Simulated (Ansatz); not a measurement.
# CH₆GaNS: small, medium and large basis sets

Aim: see how fast density functionals converge with the basis set for CH₆GaNS.

Computed with Ansatz 0.2.0, Gaussian basis. Level: one geometry, several basis sets.

The runs, in order: PBE0-D4/def2-SVP; ωB97M-V/def2-SVP; PBE0-D4/def2-QZVPP; ωB97M-V/def2-QZVPP; the functionals' def2-TZVPP values are taken from earlier runs.

## 1. The relaxed structure

All runs share one geometry, relaxed beforehand with PBE0-D4 in a triple-zeta def2 set.

SMILES `[NH2][GaH][CH2]S`, 10 atoms, charge 0, spin multiplicity 1.

Atoms are counted from 1 here; the program's logs count them from 0.

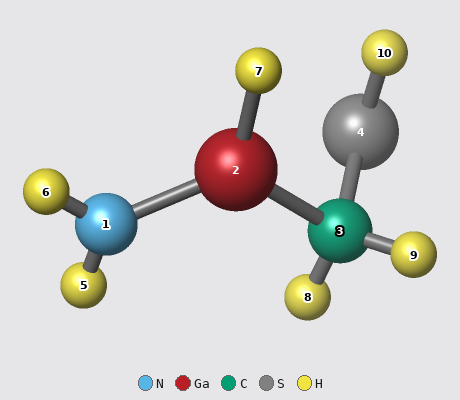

The structure; nitrogen blue, gallium red, carbon teal, sulfur grey, hydrogen yellow; atoms are numbered from 1 in the order of the file.

## 2. PBE0-D4 in def2-SVP

The input, in.yaml:

```yaml
crystal:
  periodic: [false, false, false]
  atoms:
    - {symbol: N, position_ang: [-1.761657, 1.015248, -0.438163]}
    - {symbol: Ga, position_ang: [-0.096496, 0.743727, 0.227798]}
    - {symbol: C, position_ang: [0.518010, -1.104196, 0.525078]}
    - {symbol: S, position_ang: [1.810606, -1.357320, -0.733878]}
    - {symbol: H, position_ang: [-2.409800, 0.278341, -0.657423]}
    - {symbol: H, position_ang: [-2.101520, 1.912231, -0.739995]}
    - {symbol: H, position_ang: [0.831860, 1.981740, 0.447745]}
    - {symbol: H, position_ang: [-0.268071, -1.817665, 0.272146]}
    - {symbol: H, position_ang: [0.895169, -1.350079, 1.516980]}
    - {symbol: H, position_ang: [2.581899, -0.302017, -0.420288]}
basis:
  gaussian: {orbitals: def2-SVP}
hamiltonian: {xc: pbe0, dispersion: d4}
output: {orbitals: {seedname: orbitals}}
```

Started as:

```console
> ansatz run in.yaml --threads 4 --pin off --events-out ev --progress --plain --max-ram 10444MiB
```

Further steps of the session: ωB97M-V in def2-SVP; PBE0-D4 in def2-QZVPP; ωB97M-V in def2-QZVPP.

Q: Predict the results of all the runs planned. Wanted: PBE0-D4: double and triple zeta above quadruple; ωB97M-V: double and triple zeta above quadruple.

As calculated:

```
                                       quantity           value
PBE0-D4: double and triple zeta above quadruple  15.30, 1.69 eV
ωB97M-V: double and triple zeta above quadruple  15.33, 1.64 eV
```

What this shows: PBE0-D4 gains 13.61 eV from double to triple zeta, then 1.69 eV more. These are total energies; as a rule much of such shifts cancels in differences, which this series doesn't test. The LUMO of ωB97M-V is positive and keeps falling with the basis (1.51 to 0.88 eV): an unbound level that the basis holds in place.
